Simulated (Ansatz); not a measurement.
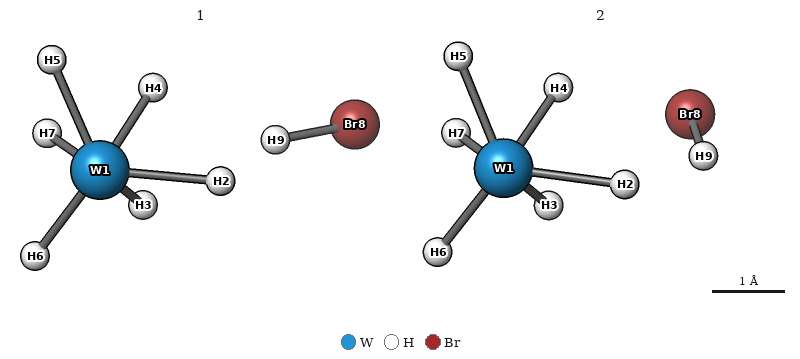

Two geometries of WH7Br, drawn at one scale. One is the start of a relaxation, the other its converged end. Style: ball-and-stick. Shown from a free direction.

All numbers below come from RKS r2SCAN/def2-SVP in Ansatz 0.2.0. Set-up: no spin polarisation; force threshold 0.03 eV/Å; at most 50 steps.

Q: Which of the two is the end point?

A: Structure 1 is the relaxed one. The run prepares an end point of a later path (reaction) calculation, from a guessed geometry. The energy falls by 35.4 kJ/mol in 10 accepted moves (13 points after the start). The largest force component goes from 1.2 to 0.021 eV/Å. The line search rejected the trial steps at points 7, 10, 12 of the run. The forces were under the threshold at step 9, but the run went on from there. Br8 moves most after the best rigid fit: 0.92 Å. Largest moves by element: Br 0.92 Å, H 0.65 Å, W 0.09 Å. Among the contacts that change: Br8–H9 1.498 → 1.435 Å, W1–H2 1.718 → 1.697 Å, W1–H3 1.639 → 1.650 Å. Bond angles that change, for instance: H2–W1–H4 71.3° → 68.0°.
